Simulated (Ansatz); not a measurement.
The calculation's input:

```
crystal:
  periodic: [false, false, false]
  atoms:
    - {symbol: Si, position_ang: [-0.010504, -0.242307, 1.391520]}
    - {symbol: N, position_ang: [1.477547, 0.313541, 0.450483]}
    - {symbol: Si, position_ang: [1.372058, 0.055629, -1.323027]}
    - {symbol: N, position_ang: [-1.341342, -0.245366, 0.313306]}
    - {symbol: Si, position_ang: [-2.202759, -1.582032, -0.374668]}
    - {symbol: H, position_ang: [0.321460, -1.694708, 1.595136]}
    - {symbol: H, position_ang: [0.376406, 2.534167, 1.163623]}
    - {symbol: F, position_ang: [-0.550896, 2.115729, 1.361116]}
    - {symbol: H, position_ang: [1.638852, 1.476629, 0.629053]}
    - {symbol: F, position_ang: [1.593515, 2.699679, 0.834804]}
    - {symbol: H, position_ang: [2.296859, -0.154019, 0.833024]}
    - {symbol: H, position_ang: [2.740043, 0.262690, -1.856076]}
    - {symbol: H, position_ang: [0.428938, 1.048336, -1.869427]}
    - {symbol: H, position_ang: [0.930364, -1.332312, -1.592969]}
    - {symbol: H, position_ang: [-1.741396, 0.676442, 0.185029]}
    - {symbol: H, position_ang: [-3.593104, -1.668358, 0.145132]}
    - {symbol: H, position_ang: [-1.460190, -2.818920, -0.030618]}
    - {symbol: H, position_ang: [-2.275649, -1.444620, -1.855441]}
basis:
  gaussian: {orbitals: def2-TZVPP}
magnetization: {spin_polarized: true, initial_magnetization: 1}
hamiltonian: {xc: pbe0, dispersion: d4}
output: {orbitals: {seedname: orbitals}}
```

Command:

```sh
ansatz run in.yaml --threads 4 --pin off --events-out ev --progress --plain --max-ram 66560MiB --backend cuda --devices 0, --max-vram 37GiB
```

A transition-state structure; geometry: PBE0-D4/def2-TZVP.

Computed with Ansatz, UKS PBE0-D4/def2-TZVPP.

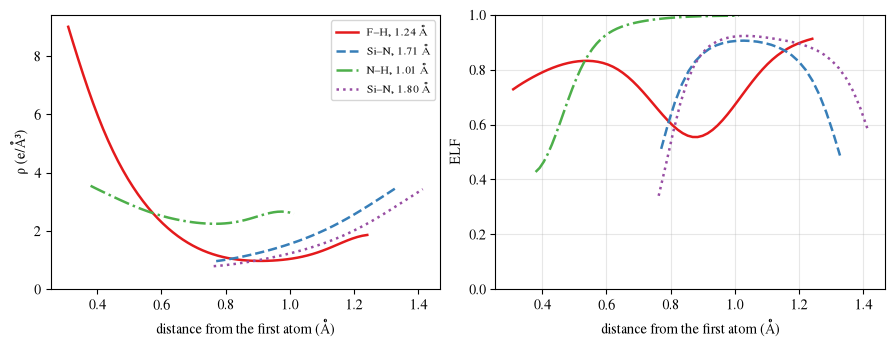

H10N2Si3···HF···F (doublet). Total electron density and ELF along straight lines between neighbouring atoms. The curves leave out the atomic cores.

Compare the contacts.

F10···H9 (1.24 Å): the density falls to about 0.97 e/Å³ on the way; the ELF peaks at about 0.85 between the atoms.
Si–N (1.71 Å): ρ at the midpoint is about 1.1 e/Å³; the ELF peaks at about 0.90 between the atoms: a shared but strongly polarised pair.
N–H (1.01 Å): ρ is about 2.9 e/Å³ halfway; the ELF climbs to about 1 towards the hydrogen, as it does in any bond to H (a covalent bond by its length).
Si–N (1.80 Å): the density is about 0.99 e/Å³ at the midpoint; the ELF peaks at about 0.90 between the atoms, as expected for a shared but strongly polarised pair.
